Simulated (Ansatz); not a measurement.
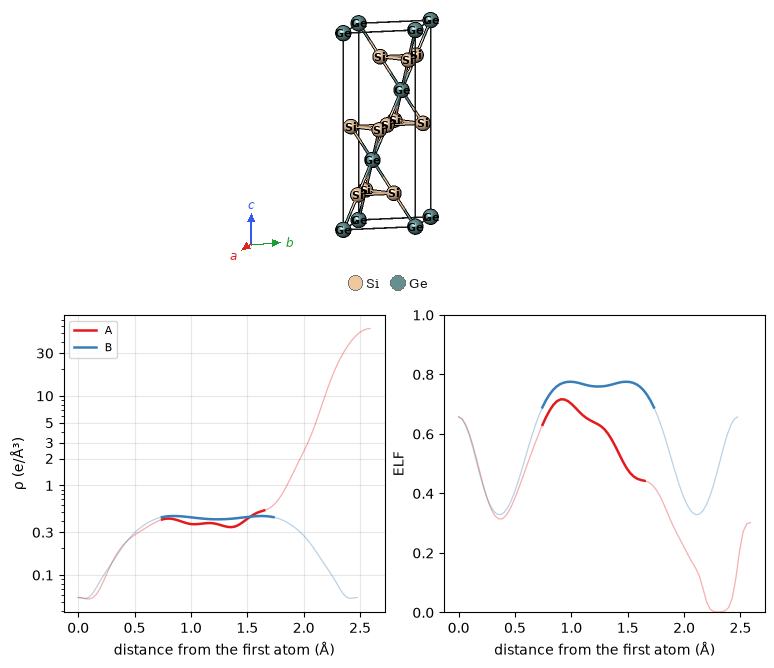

Figure. Si3Ge. Valence charge density (pseudo) and ELF along straight lines between neighbouring atoms. Thin, pale parts lie inside the atomic spheres. The structure is drawn too.

Space group R-3m; a structure generated by program, which may or may not match a known phase.

Computed with DFT PBE, scalar-relativistic, plane waves, PAW in Ansatz 0.2.0.

The density is the valence pseudo-density of a PAW calculation; it isn't the true density close to the nuclei.

Q: Which curve belongs to which contact (Si–Ge and Si–Si)? The first atom named is at distance zero.

A: Curve A: Si–Ge (2.59 Å): ρ is about 0.35 e/Å³ halfway; the ELF peaks at about 0.70 in the valence shell of Si, 0.9 Å from its nucleus, and is about 0.60 at the midpoint. Curve B: Si–Si (2.48 Å): ρ is about 0.42 e/Å³ halfway; the ELF peaks at about 0.80 between the atoms.
